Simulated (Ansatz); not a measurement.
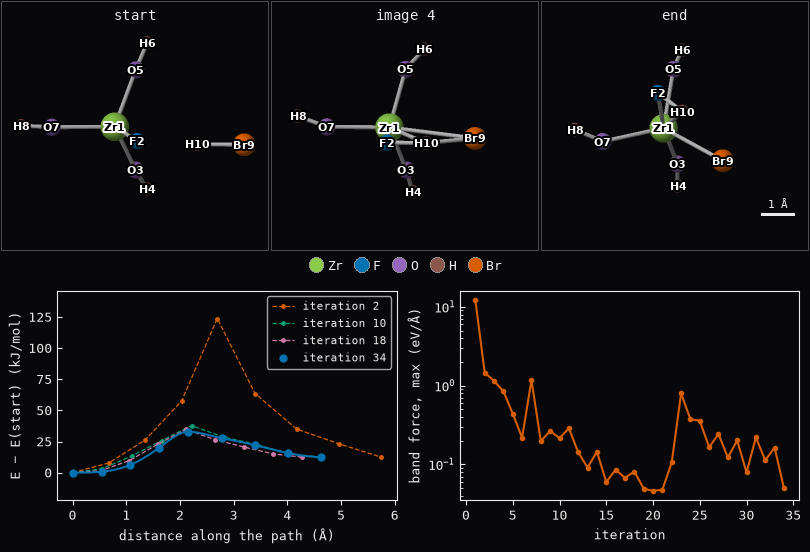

A nudged-elastic-band calculation for ZrH₄O₃BrF. Images are numbered from 0 (start) to 8 (end). The plot follows the band through its iterations. A ball-and-stick model, seen at a tilt.

The calculation used Ansatz 0.2.0, RKS revPBE/def2-SVP. Set-up: 7 movable images; climbing image; force threshold 0.05 eV/Å; iteration limit 60; starting path through a guess of the saddle point.

**Did the band converge, and can the barrier be trusted?**

The run is converged, with reservations. The band converged in 34 iterations. The largest component of the band force went from 12 to 0.05 eV/Å. The climbing image converged on the top of the path. Its vibrational analysis gives 2 imaginary modes over 30i cm⁻¹, so it isn't confirmed as a transition state. The first iteration put the highest image at 269.0 kJ/mol. The highest point, image 4, lies 32.9 kJ/mol above the start and 20.4 kJ/mol above the end; the end is at +12.5 kJ/mol relative to the start.
